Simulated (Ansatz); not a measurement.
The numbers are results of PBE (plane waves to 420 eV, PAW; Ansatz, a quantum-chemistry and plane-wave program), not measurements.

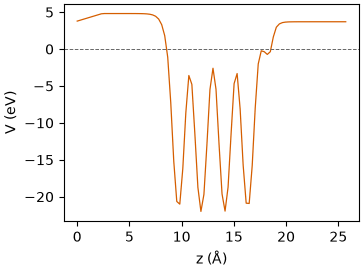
Figure. Plane-averaged electrostatic potential energy along the normal, in eV from the Fermi level, for CH3 on the 1x1 (110) surface of bcc W, one in a 2x2 cell, started at the site 'bridge W-W (span 3.2 Å)'

Slab: 20 atoms, 6.6 Å thick at the start under the adsorbate (thin: gaps and levels are the slab's own); k 6x6x1, smearing 0.1 eV, dipole-corrected; 8 atoms held, the rest relaxed; no symmetry held; no spin, no spin-orbit, no U, no dispersion correction. At the end it is bonded to 3 W. In PBE it is, or lies within 0.03 eV of, the lowest of the starts that converged.

Task: The surface cell has an area of 28.68 Å². What dipole along the normal does the step between the two vacuum levels imply?

Result: the top vacuum level lies 1.11 eV below the bottom one; p = −ε₀ A ΔV (ε₀ = 0.005526 e/(V·Å)) gives 0.18 e·Å a cell.
